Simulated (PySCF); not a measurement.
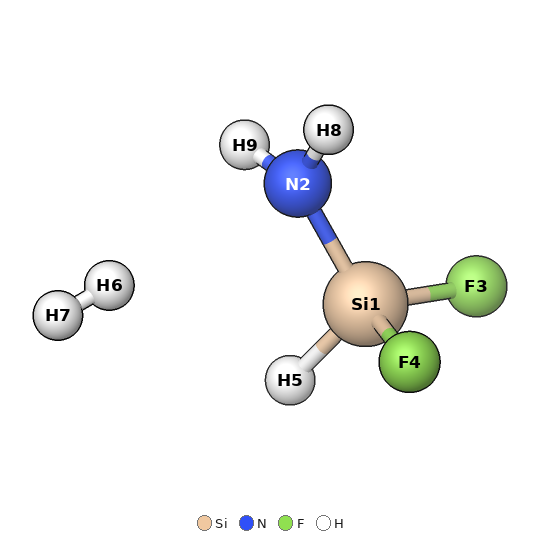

Atoms carry their numbers in the input. Computed geometry: PBE0-D4/def2-TZVP optimisation. No frequency run is at hand to confirm it as a minimum.

What is the geometry at Si1?

Si1 has 4 neighbours (N2 at 1.69, F3 at 1.59, F4 at 1.59, H5 at 1.47 Å); the arrangement is tetrahedral.
